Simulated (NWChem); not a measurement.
# CHSe (SMILES [CH]=[Se]): CASSCF(5,7)/LANL2DZ (core potential)

What is the energy difference between two shapes of CHSe at CASSCF(5,7)/LANL2DZ (core potential)? 

Program for the calculation: NWChem 7.3.0.

2 further runs of the same task are left out: 1 that didn't finish, 1 set aside as unsound or not needed.

## Step 1: The system as given

The species is CHSe (3 atoms), meant as a doublet with charge 0. SMILES: `[CH]=[Se]`. The shape comes from GFN2-xTB, which is rough for such elements, and wasn't checked as a minimum.

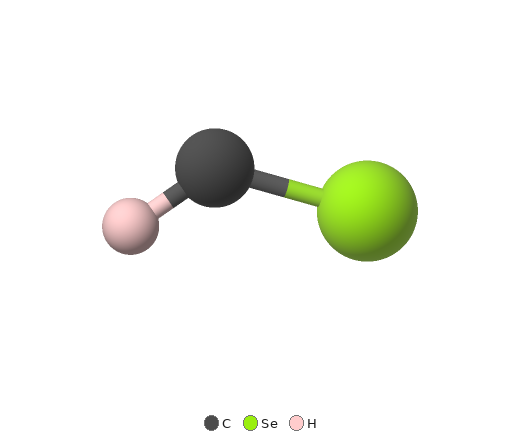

The structure, seen from a chosen angle (carbon dark grey, selenium green, hydrogen pink).

## Step 2: The energy at CASSCF(5,7)/LANL2DZ (core potential)

Contents of test.nw:

```
start test
memory total 2200 mb
geometry noautosym nocenter noautoz
  C    -0.361730    0.176040   -0.175970
  Se    1.050190    0.631980    0.644060
  H    -0.688460   -0.808020   -0.468090
end
basis "ao basis" spherical
  * library "lanl2dz ecp"
end
ecp
  Se library "lanl2dz ecp"
end
scf
  doublet
  rohf
  thresh 1e-08
  maxiter 60
end
mcscf
  active 7
  actelec 5
  multiplicity 2
  maxiter 30
end
task mcscf energy
```

Started as:

```bash
$ nwchem test.nw > test.out
```

Output:

```text
[...]
     --- Warning:   15 Hessian diagonals < 0.05 ---
     --- Conjugacy reset ---
[...]
     --- Warning:   15 Hessian diagonals < 0.05 ---
[...]
     --- Warning:   14 Hessian diagonals < 0.05 ---
[...]
     --- Warning:   14 Hessian diagonals < 0.05 ---
     --- Conjugacy reset ---
[...]
     --- Warning:   14 Hessian diagonals < 0.05 ---
[...]
     --- Warning:   14 Hessian diagonals < 0.05 ---
[...]
       Total MCSCF energy =    -47.410438094448
[...]
```

Wall time 8.1 s (1 thread of Intel Xeon Platinum 8275CL at 3.00GHz (Skylake/Cascade Lake), shared host); peak memory 0.1 GiB.

## Step 3: The distorted shape at the same level

Contents of struct.nw:

```
start struct
title "CHSe"
memory 2200 mb
charge 0
geometry units angstroms noautosym nocenter
   zmatrix
     C
     Se 1 r2
     H 1 r3 2 a3
   variables
     r2 1.784567
     r3 1.048435
     a3 127.74861
   end
end
basis "ao basis" spherical
   * library "lanl2dz ecp"
end
ecp
   Se library "lanl2dz ecp"
end
scf
   nopen 1
   rohf
   thresh 1e-08
   maxiter 60
   noprint "final vectors analysis"
end
mcscf
   active 7
   actelec 5
   multiplicity 2
   maxiter 30
end
task mcscf energy
```

Started as:

```bash
$ nwchem struct.nw > struct.out
```

Output:

```text
[...]
     --- Warning:   15 Hessian diagonals < 0.05 ---
     --- Conjugacy reset ---
[...]
     --- Warning:   15 Hessian diagonals < 0.05 ---
[...]
     --- Warning:   12 Hessian diagonals < 0.05 ---
[...]
     --- Warning:   14 Hessian diagonals < 0.05 ---
[...]
     --- Warning:   14 Hessian diagonals < 0.05 ---
     --- Conjugacy reset ---
[...]
     --- Warning:   14 Hessian diagonals < 0.05 ---
[...]
       Total MCSCF energy =    -47.416185979763
[...]
```

Wall time 6.6 s (1 thread of Intel Xeon Platinum 8275CL at 3.00GHz (Skylake/Cascade Lake), shared host); peak memory 0.1 GiB.

## Step 4: Results

Level: CASSCF(5,7)/LANL2DZ (core potential).

```
                                                                quantity         value
                                               first shape: total energy  -47.41044 Eh
    first shape: dipole moment (of the density that the program reports)        1.20 D
                                           distorted shape: total energy  -47.41619 Eh
distorted shape: dipole moment (of the density that the program reports)        1.25 D
                                  energy change with the atoms displaced     -0.156 eV
```

In words: With the atoms displaced the energy falls by 0.16 eV (3.6 kcal/mol). The first shape isn't relaxed at this level, so the change isn't measured from a minimum. Mulliken charges (distorted shape) run from -0.32 on C1 to +0.22 on H3; they depend strongly on the basis.
